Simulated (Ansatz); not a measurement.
# AlNH₂+ (quartet): the correlation ladder, cc-pVTZ

Aim: climb from Hartree-Fock through coupled cluster for AlNH₂+ (quartet) at one geometry and basis, and see what each rung misses.

Computed with Ansatz 0.2.0, Gaussian basis. Level: cc-pVTZ, correlated electrons: outside noble gas.

The runs, in order: UHF; CCSD(T) on ROHF; CCSD(T) on UHF; BCCD(T) on ROHF; CCSDT(Q) on ROHF; CCSDT(Q) on UHF.

## (1) The system

The geometry is a PBE0/def2-TZVP stationary point (not a proven minimum) of the parent state, kept for this charge and spin.

4 atoms, charge 1, spin multiplicity 4.

Atoms are counted from 1 here; the program's logs count them from 0.

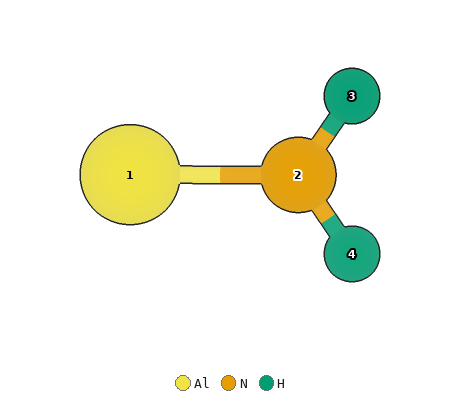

The geometry (aluminium yellow, nitrogen amber, hydrogen teal); atoms are numbered from 1 in the order of the file.

Coordinates:

```xyz
4
AlH2N
Al    0.00000    0.00000    0.68647
N     0.00000    0.00000   -1.08493
H     0.00000    0.83340   -1.64978
H     0.00000   -0.83340   -1.64978
```

In the tables R marks a restricted open-shell determinant and U an unrestricted one; correlation energies count from the lowest restricted Hartree-Fock solution.

## (2) UHF

in.yaml reads:

```yaml
crystal:
  periodic: [false, false, false]
  atoms:
    - {symbol: Al, position_ang: [0.000000, 0.000000, 0.686473]}
    - {symbol: N, position_ang: [0.000000, 0.000000, -1.084932]}
    - {symbol: H, position_ang: [0.000000, 0.833405, -1.649784]}
    - {symbol: H, position_ang: [0.000000, -0.833405, -1.649784]}
basis:
  gaussian: {orbitals: cc-pVTZ}
total_charge: 1
magnetization: {spin_polarized: true, initial_magnetization: 3}
hamiltonian: {xc: hf}
output: {orbitals: {seedname: orbitals}}
```

Started as:

```
> ansatz run in.yaml --threads 1 --pin off --events-out ev --progress --plain --max-ram 2816MiB --backend cpu
```

The runs that follow: CCSD(T) on ROHF; CCSD(T) on UHF; BCCD(T) on ROHF; CCSDT(Q) on ROHF; CCSDT(Q) on UHF.

**Question.** What will the summary of the whole plan be? Wanted: correlation energy, UCCSDT(Q); RMP2 from UCCSDT(Q); UMP2 from UCCSDT(Q); RCCSD from UCCSDT(Q); RCCSD(T) from UCCSDT(Q); UCCSD(T) from UCCSDT(Q); RCCSDT(Q) from UCCSDT(Q); T1 diagnostic.

The runs gave:

| quantity | value |
| --- | --- |
| correlation energy, UCCSDT(Q) | -6.0833 eV |
| RMP2 from UCCSDT(Q) | +727.6 meV |
| UMP2 from UCCSDT(Q) | +740.2 meV |
| RCCSD from UCCSDT(Q) | +187.5 meV |
| RCCSD(T) from UCCSDT(Q) | +22.3 meV |
| UCCSD(T) from UCCSDT(Q) | +19.5 meV |
| RCCSDT(Q) from UCCSDT(Q) | +3.4 meV |
| levels of the table within 1 kcal/mol (43 meV) | RCCSD(T), UCCSD(T), BCCD(T), RCCSDT, UCCSDT, RCCSDT(Q) |
| T1 diagnostic | 0.015 |

RCCSD(T) misses by +22.3 meV, 0.4 % of the correlation energy. These misses are within one basis, not against nature; the frozen cores of restricted and unrestricted runs differ, which can shift their rows.
